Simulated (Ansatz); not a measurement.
# UHF/STO-3G run of SiH2SeCl (SMILES Cl[SiH][SeH])

Aim: the energy change on altering one bond length of SiH2SeCl at UHF/STO-3G, from 2 runs. 

The calculation is run with Ansatz 0.2.0.

69 further runs of the same task are left out: 69 set aside as unsound or not needed. Runs told in other sessions of the task aren't counted.

### Step 1. The structure to begin with

SiH2SeCl: 5 atoms, total charge 0, spin state doublet. As SMILES, `Cl[SiH][SeH]`. Geometry: relaxed at PBE0-D4/def2-TZVP. This is one conformer, not always the lowest.

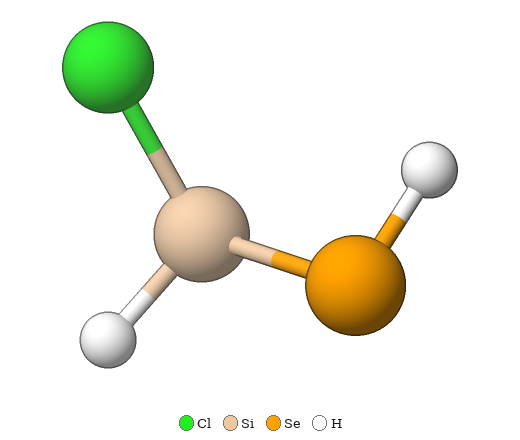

Viewed from a chosen angle; chlorine green, silicon light orange, selenium orange, hydrogen white.

### Step 2. A single-point energy at UHF/STO-3G

molecule.yaml

```yaml
crystal:
  periodic: [false, false, false]
  atoms:
    - {symbol: Cl, position_ang: [-2.098500, -0.286100, 0.143900]}
    - {symbol: Si, position_ang: [-0.121800, -0.761200, -0.193900]}
    - {symbol: Se, position_ang: [1.300800, 0.972900, 0.128200]}
    - {symbol: H, position_ang: [0.283800, -1.778100, 0.815900]}
    - {symbol: H, position_ang: [0.685700, 1.778800, -0.935500]}
basis:
  gaussian: {orbitals: STO-3G}
output: {orbitals: {seedname: orbitals}}
accuracy: high
hamiltonian: {xc: hf}
magnetization: {spin_polarized: true, initial_magnetization: 1}
```

On the command line:

```console
$ ansatz run molecule.yaml --threads 1 --pin off --max-ram 2610MiB --events-out events.jsonl --progress --plain --runs-dir runs
```

The program printed:

```text
Warning: RAYON_NUM_THREADS=1 ignored (pool sized by the plan → 1); use --threads N
Functional definition: HF
  name "HF"
  exchange = exact_x
  correlation = 0
614 factors; integrals over basis functions are off by at most 1.5e-8 eV
mean field evaluation 1: about -84759.9014 eV, gradient 1.2e1 eV
mean field evaluation 2: about -84759.9562 eV, gradient 1.2e1 eV
mean field evaluation 4: about -84761.8042 eV, gradient 1.1e0 eV
mean field evaluation 8: about -84761.8453 eV, gradient 1.8e-2 eV
mean field -84761.84535363 eV, -3114.9403631037 hartree, gradient 9.0e-8 eV, S^2 0.752885; 0 other end points of the search recorded, 0 dependent functions left out
reference -84761.84535363 eV, -3114.9403631037 hartree; 34, 33 occupied and 4, 5 virtual orbitals, 614 factors
Total energy: -84761.84535363 eV, -3114.9403631037 hartree
```

Run time: 0.38 s. Hardware: 1 thread of Intel Xeon 6975P-C (Granite Rapids), shared host; peak memory 0.13 GiB.

### Step 3. The distorted shape

in.yaml

```yaml
crystal:
  periodic: [false, false, false]
  atoms:
    - {symbol: Cl, position_ang: [-3.679898, 0.093989, 0.414147]}
    - {symbol: Si, position_ang: [-0.121800, -0.761200, -0.193900]}
    - {symbol: Se, position_ang: [1.300800, 0.972900, 0.128200]}
    - {symbol: H, position_ang: [0.283800, -1.778100, 0.815900]}
    - {symbol: H, position_ang: [0.685700, 1.778800, -0.935500]}
basis:
  gaussian:
    orbitals: STO-3G
magnetization:
  spin_polarized: true
  initial_magnetization: 1
hamiltonian:
  xc: hf
accuracy: high
output: {orbitals: {seedname: orbitals}}
```

On the command line:

```console
$ ansatz run in.yaml --threads 1 --pin off --max-ram 2610MiB --events-out events.jsonl --progress --plain --runs-dir runs
```

The program printed, cut to the lines that bear on the results:

```text
Warning: RAYON_NUM_THREADS=1 ignored (pool sized by the plan → 1); use --threads N
[... 2 set-up lines as earlier in the session ...]
[...]
570 factors; integrals over basis functions are off by at most 1.6e-8 eV
[...]
mean field -84758.71602818 eV, -3114.8253625144 hartree, gradient 1.8e-8 eV, S^2 0.838211; 3 other end points of the search recorded, 0 dependent functions left out
reference -84758.71602818 eV, -3114.8253625144 hartree; 34, 33 occupied and 4, 5 virtual orbitals, 570 factors
Total energy: -84758.71602818 eV, -3114.8253625144 hartree
```

It took 1.7 s on 1 thread of Intel Xeon 6975P-C (Granite Rapids), shared host; peak memory 0.13 GiB.

### Step 4. What came out

Level: UHF/STO-3G.

```
                                                           quantity           value
                                          first shape: total energy  -3114.94036 Eh
                    first shape: HOMO energy (highest over α and β)        -6.91 eV
                     first shape: LUMO energy (lowest over α and β)         3.91 eV
                                                  first shape: ⟨S²⟩           0.753
                                      distorted shape: total energy  -3114.82536 Eh
                distorted shape: HOMO energy (highest over α and β)        -6.10 eV
                 distorted shape: LUMO energy (lowest over α and β)         1.48 eV
                                              distorted shape: ⟨S²⟩           0.838
energy change with the Cl1–Si2 bond stretched from 2.061 to 3.710 Å        3.129 eV
```

In words: With the Cl1–Si2 bond stretched from 2.061 to 3.710 Å the energy rises by 3.13 eV (302 kJ/mol). The first shape isn't relaxed at this level, so the change isn't measured from a minimum. The minimal basis adds a large error of its own.
